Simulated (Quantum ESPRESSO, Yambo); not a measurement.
**KBr (Fm-3m): G0W0 in Yambo against the bands**

Wanted: the cheapest bands that holds the gap of KBr (Fm-3m).

Program: Yambo 5.3.0. Level of theory: PBE and many-body steps on it, plane waves. Results are calculated unless marked as measured.

### 1. The structure

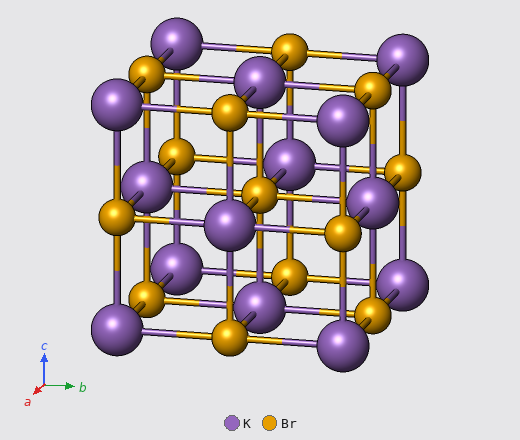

The starting structure, seen slightly off an axis (potassium purple, bromine orange). This picture shows the conventional cell, with its axes. Some periodic images of atoms are drawn too.

Coordinates:

```cif
data_structure
_symmetry_space_group_name_H-M 'Fm-3m'
_symmetry_Int_Tables_number 225
_cell_length_a 6.6000
_cell_length_b 6.6000
_cell_length_c 6.6000
_cell_angle_alpha 90.000
_cell_angle_beta 90.000
_cell_angle_gamma 90.000
_cell_volume 287.50
loop_
_atom_site_label
_atom_site_type_symbol
_atom_site_symmetry_multiplicity
_atom_site_Wyckoff_symbol
_atom_site_fract_x
_atom_site_fract_y
_atom_site_fract_z
_atom_site_occupancy
K1 K 4 a 0.00000 0.00000 0.00000 1
Br1 Br 4 b 0.50000 0.00000 0.00000 1
```

The cell and positions come from the Crystallography Open Database and are kept as given unless a step says otherwise.

### 2. 39 bands

This step: Yambo 5.3.0; G0W0 on PBE, plane waves, norm-conserving pseudopotentials.

Now the one-shot GW correction: screening in the RPA, then the self-energy of the levels asked for.

Contents of gw1.in:

```
HF_and_locXC
gw0
dyson
ppa
em1d
rim_cut
RandQpts= 1000000
RandGvec= 1 RL
EXXRLvcs= 76 Ry
VXCRLvcs= 304 Ry
Chimod= "HARTREE"
% BndsRnXp
 1 | 39 |
%
NGsBlkXp= 14.5 Ry
% LongDrXp
 1 | 1 | 1 |
%
% GbndRnge
 1 | 39 |
%
DysSolver= "n"
ExtendOut
PPAPntXp= 27.21138 eV
% QPkrange
 1 | 1 | 12 | 15 |
%
```

Command:

```bash
OMP_NUM_THREADS=1 mpirun -n 4 yambo -F gw1.in -J gw1 -C gw1 > gw1.log
```

The log of the run:

```text
 Yambo, version 5.3.0

 [02] CORE Variables Setup
 =========================

  [... cell, symmetries and grids as in the set-up ...]

  [02.05] Energies & Occupations
  ==============================

  [X] === General ===
  [X] Electronic Temperature                        :  0.000000  0.000000 [eV K]
  [X] Bosonic    Temperature                        :  0.000000  0.000000 [eV K]
  [X] Finite Temperature mode                       : no
  [X] El. density                                   :  0.36174E+24 [cm-3]
  [X] Fermi Level                                   :  2.085286 [eV]

  [X] === Gaps and Widths ===
  [X] Conduction Band Min                           :  4.436154 [eV]
  [X] Valence Band Max                              :  0.000000 [eV]
  [X] Filled Bands                                  :  13
  [X] Empty Bands                                   :    14   474
  [X] Direct Gap                                    :  4.436154 [eV]
  [X] Direct Gap localized at k                     :  1
  [X] Indirect Gap                                  :  4.436154 [eV]
  [X] Indirect Gap between kpts                     :  1  1
  [X] Last valence band width                       :  0.536069 [eV]
  [X] 1st conduction band width                     :  2.953841 [eV]

 [03] Transferred momenta grid and indexing
 ==========================================

 IBZ Q-points                                      :   8
 BZ  Q-points                                      :   64

 K/Q-points units:
 rlu = crystal or reduced units; cc = cartesian coordinates; iku = interal k-units

 Q [1]          [rlu]:  0.000000  0.000000  0.000000
 Q [2]          [rlu]: -0.15345E-16  0.40166E-16  0.25000
 Q [3]          [rlu]:  0.30690E-16 -0.80332E-16 -0.50000
 Q [4]          [rlu]: -0.46171E-17  0.25000      0.25000
 Q [5]          [rlu]: -0.20915E-17  0.25000      0.50000
 Q [6]          [rlu]: -0.24821E-16  0.25000     -0.25000
 Q [7]          [rlu]:  0.92343E-17 -0.50000     -0.50000
 Q [8]          [rlu]:  0.250000 -0.500000 -0.250000

 [04] Coloumb potential Random Integration (RIM)
 ===============================================

  [04.01] RIM initialization
  ==========================

  * Diagonal components only detected *

  8 x (sBL volume)        :  0.063927 [a.u.]
  sBZ random points       :  1000000
  Points outside the sBZ  :   7968281
  RL volume               :  0.511412 [a.u.]
  Integrated volume       :  0.513448 [a.u.]

  [04.02] RIM integrals
  =====================

  Gamma point sphere radius             :  0.072529 [a.u.]
  Points outside the sphere             :   800476
  [Int_sBZ(q=0) 1/q^2]*(Vol_sBZ)^(-1/3) =:  7.776341
                                 should be <:  7.795600

  Summary of Coulomb integrals for non-metallic bands |Q|[au] RIM/Bare

  Q [1] 0.100000E-4 0.997530 * Q [2] 0.218141 1.068480
  Q [4] 0.251888 1.066792 * Q [6] 0.356223 1.029814
  Q [5] 0.417709 1.022655 * Q [3] 0.436282 1.020683
  Q [7] 0.503776 1.017590 * Q [8] 0.563238 1.014367

 [WARNING] [Xp] User bands 1-39 break level degeneracy

 [05] Dipoles
 ============

  [05.01] Setup: observables and procedures
  =========================================

 [06] Dynamic Dielectric Matrix (PPA)
 ====================================

 [WR./gw1//ndb.pp]---------------------------------------------------------------
  Brillouin Zone Q/K grids (IBZ/BZ)                :    8   64    8   64
  RL vectors                                       :   6567 [WF]
  Coulomb cutoff potential                         : none
  Electronic Temperature                           :  0.000000 [K]
  Bosonic    Temperature                           :  0.000000 [K]
  PPA    diel. fun.  energies                      : Perdew, Burke & Ernzerhof(X)+Perdew, Burke & Ernzerhof(C)
  wavefunctions                                    : Perdew, Burke & Ernzerhof(X)+Perdew, Burke & Ernzerhof(C)
  Global Gauge                                     : length
  X matrix size                                    :   459
  X band range                                     :    1   39
  X e/h energy range                               : -1.000000 -1.000000 [eV]
  X Time ordering                                  : R
  X Hxc Kernel                                     : HARTREE
  X Drude frequency                                :  0.000000  0.000000
  X poles                                          :  100.0000 [o/o]
  RL vectors in the sum                            :   6567
  [r,Vnl] included                                 : yes
  Field direction                                  :  0.577350E-5  0.577350E-5  0.577350E-5
  BZ energy Double Grid                            : no
  BZ energy DbGd points                            : 0
  BZ Q point size factor                           : -1.000000
  X Optical Averaged directions                    : none

 [07] Local Exchange-Correlation + Non-Local Fock
 ================================================

 [VXC] Plane waves :   43599
 [EXS] Plane waves :   5577

 QP @ state[ 1 ] K range:  1  1
 QP @ state[ 1 ] b range:  12  15

 [xc] Functional : Perdew, Burke & Ernzerhof(X)+Perdew, Burke & Ernzerhof(C)
 [xc] LIBXC used to calculate xc functional
  PP Number of Atomic Species                      :  2
  NLCC RL compoments                               :   43599
  PP Number of Atomic Species                      :  2
  NLCC RL compoments                               :   43599

 [xc] E_xc :  -16.87313 [Ha]
      E_xc :  -33.74626 [Ry]

  Local XC kind (lXC) : Perdew, Burke & Ernzerhof(X)+Perdew, Burke & Ernzerhof(C)
  Non-Local XC kind (nlXC) : Hartree-Fock

  Corrections @ K [1] :  [eV]
 <12|nlXC|12> = -19.54507 -0.66412E-17 <12|lXC|12> = -14.35201  0.56645E-15
 <13|nlXC|13> = -19.54501 -0.52136E-17 <13|lXC|13> = -14.35201 -0.23602E-16
 <14|nlXC|14> = -3.946253  0.22324E-17 <14|lXC|14> = -7.314515  0.37763E-15
 <15|nlXC|15> = -3.767110  0.64592E-19 <15|lXC|15> = -8.482834 -0.47204E-16

 [08] Dyson equation: Newton solver
 ==================================

  [08.01] G0W0 (W PPA)
  ====================

  [  GW  ] Bands range     :    1   39
  [GW/PPA] G damping       :  0.100000 [eV]

  QP @ state[ 1 ] K range:  1  1
  QP @ state[ 1 ] b range:  12  15

   Sc/G bands                                       :    1   39
   Sc/G damping                                     :  0.100000 ev
   Sc bands terminator                              : no
   Sx RL components                                 :   5577

   QP @ state[ 1 ] K range                          :  1  1
   QP @ state[ 1 ] b range                          :  12  15
   GF energies kind                                 : Perdew, Burke & Ernzerhof(X)+Perdew, Burke & Ernzerhof(C)
   GF WF`s kind                                     : Perdew, Burke & Ernzerhof(X)+Perdew, Burke & Ernzerhof(C)
   Xs energies kind                                 : Perdew, Burke & Ernzerhof(X)+Perdew, Burke & Ernzerhof(C)
   Xs WF`s kind                                     : Perdew, Burke & Ernzerhof(X)+Perdew, Burke & Ernzerhof(C)

 [11] Game Over & Game summary
```

Wall time 53 s (4 MPI ranks of Arm Neoverse V1, shared host); peak memory 1.8 GiB.

This step gave:

```yaml
g0w0_gap_on_the_points_computed: 7.550 eV
starting_gap_on_the_mesh: 4.436 eV
k_of_the_valence_top: 0, 0, 0
k_of_the_conduction_bottom: 0, 0, 0
least_direct_g0w0_gap_on_the_computed_points: 7.550 eV
z_at_the_valence_top: 0.8333
z_at_the_conduction_bottom: 0.8778
```

The gap on the mesh goes from 4.44 eV to 7.55 eV, a correction of +3.11 eV.

### 3. 70 bands

Contents of gw2.in:

```
HF_and_locXC
gw0
dyson
ppa
em1d
rim_cut
RandQpts= 1000000
RandGvec= 1 RL
EXXRLvcs= 76 Ry
VXCRLvcs= 304 Ry
Chimod= "HARTREE"
% BndsRnXp
 1 | 70 |
%
NGsBlkXp= 14.5 Ry
% LongDrXp
 1 | 1 | 1 |
%
% GbndRnge
 1 | 70 |
%
DysSolver= "n"
ExtendOut
PPAPntXp= 27.21138 eV
% QPkrange
 1 | 1 | 12 | 15 |
%
```

Command:

```bash
OMP_NUM_THREADS=1 mpirun -n 4 yambo -F gw2.in -J gw2 -C gw2 > gw2.log
```

The log of the run:

```text
 Yambo, version 5.3.0

 [02] CORE Variables Setup
 =========================

  [... cell, symmetries and grids as in the set-up ...]

  [02.05] Energies & Occupations
  ==============================

  [X] === General ===
  [X] Electronic Temperature                        :  0.000000  0.000000 [eV K]
  [X] Bosonic    Temperature                        :  0.000000  0.000000 [eV K]
  [X] Finite Temperature mode                       : no
  [X] El. density                                   :  0.36174E+24 [cm-3]
  [X] Fermi Level                                   :  2.085286 [eV]

  [X] === Gaps and Widths ===
  [X] Conduction Band Min                           :  4.436154 [eV]
  [X] Valence Band Max                              :  0.000000 [eV]
  [X] Filled Bands                                  :  13
  [X] Empty Bands                                   :    14   474
  [X] Direct Gap                                    :  4.436154 [eV]
  [X] Direct Gap localized at k                     :  1
  [X] Indirect Gap                                  :  4.436154 [eV]
  [X] Indirect Gap between kpts                     :  1  1
  [X] Last valence band width                       :  0.536069 [eV]
  [X] 1st conduction band width                     :  2.953841 [eV]

 [03] Transferred momenta grid and indexing
 ==========================================

 IBZ Q-points                                      :   8
 BZ  Q-points                                      :   64

 K/Q-points units:
 rlu = crystal or reduced units; cc = cartesian coordinates; iku = interal k-units

 Q [1]          [rlu]:  0.000000  0.000000  0.000000
 Q [2]          [rlu]: -0.15345E-16  0.40166E-16  0.25000
 Q [3]          [rlu]:  0.30690E-16 -0.80332E-16 -0.50000
[...]
================================================

 [VXC] Plane waves :   43599
 [EXS] Plane waves :   5577

 QP @ state[ 1 ] K range:  1  1
 QP @ state[ 1 ] b range:  12  15

 [xc] Functional : Perdew, Burke & Ernzerhof(X)+Perdew, Burke & Ernzerhof(C)
 [xc] LIBXC used to calculate xc functional
  PP Number of Atomic Species                      :  2
  NLCC RL compoments                               :   43599
  PP Number of Atomic Species                      :  2
  NLCC RL compoments                               :   43599

 [xc] E_xc :  -16.87313 [Ha]
      E_xc :  -33.74626 [Ry]

  Local XC kind (lXC) : Perdew, Burke & Ernzerhof(X)+Perdew, Burke & Ernzerhof(C)
  Non-Local XC kind (nlXC) : Hartree-Fock

  Corrections @ K [1] :  [eV]
 <12|nlXC|12> = -19.54507 -0.66412E-17 <12|lXC|12> = -14.35201  0.56645E-15
 <13|nlXC|13> = -19.54501 -0.52136E-17 <13|lXC|13> = -14.35201 -0.23602E-16
 <14|nlXC|14> = -3.946253  0.22324E-17 <14|lXC|14> = -7.314515  0.37763E-15
 <15|nlXC|15> = -3.767110  0.64592E-19 <15|lXC|15> = -8.482834 -0.47204E-16

 [08] Dyson equation: Newton solver
 ==================================

  [08.01] G0W0 (W PPA)
  ====================

  [  GW  ] Bands range     :    1   70
  [GW/PPA] G damping       :  0.100000 [eV]

  QP @ state[ 1 ] K range:  1  1
  QP @ state[ 1 ] b range:  12  15

   Sc/G bands                                       :    1   70
   Sc/G damping                                     :  0.100000 ev
   Sc bands terminator                              : no
   Sx RL components                                 :   5577

   QP @ state[ 1 ] K range                          :  1  1
   QP @ state[ 1 ] b range                          :  12  15
   GF energies kind                                 : Perdew, Burke & Ernzerhof(X)+Perdew, Burke & Ernzerhof(C)
   GF WF`s kind                                     : Perdew, Burke & Ernzerhof(X)+Perdew, Burke & Ernzerhof(C)
   Xs energies kind                                 : Perdew, Burke & Ernzerhof(X)+Perdew, Burke & Ernzerhof(C)
   Xs WF`s kind                                     : Perdew, Burke & Ernzerhof(X)+Perdew, Burke & Ernzerhof(C)

 [11] Game Over & Game summary
```

It took 1.7 min on 4 MPI ranks; peak memory 1.8 GiB; 6.7 min of CPU time.

This step gave:

| Property | Result |
| --- | --- |
| G0W0 gap on the points computed | 7.573 eV |
| starting gap on the mesh | 4.436 eV |
| k of the valence top | 0, 0, 0 |
| k of the conduction bottom | 0, 0, 0 |
| least direct G0W0 gap on the computed points | 7.573 eV |
| Z at the valence top | 0.8301 |
| Z at the conduction bottom | 0.8747 |

Against the run before, the gap moves by +0.023 eV.

### 4. 129 bands

Contents of gw3.in:

```
HF_and_locXC
gw0
dyson
ppa
em1d
rim_cut
RandQpts= 1000000
RandGvec= 1 RL
EXXRLvcs= 76 Ry
VXCRLvcs= 304 Ry
Chimod= "HARTREE"
% BndsRnXp
 1 | 129 |
%
NGsBlkXp= 14.5 Ry
% LongDrXp
 1 | 1 | 1 |
%
% GbndRnge
 1 | 129 |
%
DysSolver= "n"
ExtendOut
PPAPntXp= 27.21138 eV
% QPkrange
 1 | 1 | 12 | 15 |
%
```

Command:

```bash
OMP_NUM_THREADS=1 mpirun -n 4 yambo -F gw3.in -J gw3 -C gw3 > gw3.log
```

The log of the run:

```text
 Yambo, version 5.3.0

 [02] CORE Variables Setup
 =========================

  [... cell, symmetries and grids as in the set-up ...]

  [02.05] Energies & Occupations
  ==============================

  [X] === General ===
  [X] Electronic Temperature                        :  0.000000  0.000000 [eV K]
  [X] Bosonic    Temperature                        :  0.000000  0.000000 [eV K]
  [X] Finite Temperature mode                       : no
  [X] El. density                                   :  0.36174E+24 [cm-3]
[...]
Sx RL components                                 :   5577

   QP @ state[ 1 ] K range                          :  1  1
   QP @ state[ 1 ] b range                          :  12  15
   GF energies kind                                 : Perdew, Burke & Ernzerhof(X)+Perdew, Burke & Ernzerhof(C)
   GF WF`s kind                                     : Perdew, Burke & Ernzerhof(X)+Perdew, Burke & Ernzerhof(C)
   Xs energies kind                                 : Perdew, Burke & Ernzerhof(X)+Perdew, Burke & Ernzerhof(C)
   Xs WF`s kind                                     : Perdew, Burke & Ernzerhof(X)+Perdew, Burke & Ernzerhof(C)

 [11] Game Over & Game summary
```

It took 3.2 min on 4 MPI ranks; peak memory 1.8 GiB.

This step gave:

* G0W0 gap on the points computed: 7.669 eV
* starting gap on the mesh: 4.436 eV
* k of the valence top: 0, 0, 0
* k of the conduction bottom: 0, 0, 0
* least direct G0W0 gap on the computed points: 7.669 eV

Against the run before, the gap moves by +0.096 eV.

[end of part 1 of 2]

[Paths, hosts, dates, memory and timing lines, banners, echoed tables and standing remarks are left out of the program output.]

[Logs are printed without paths, hosts, clocks, repeated set-up lines and the standing remarks that a program may print on its own settings, such as how far it seeks lower states.]

[Runs of the session that timed out or met a known fault of the program may be left out.]

[Hosts, paths, dates, database ids (printed as entryN), source tags and the programs' standing remarks are cut or masked in the printed files.]
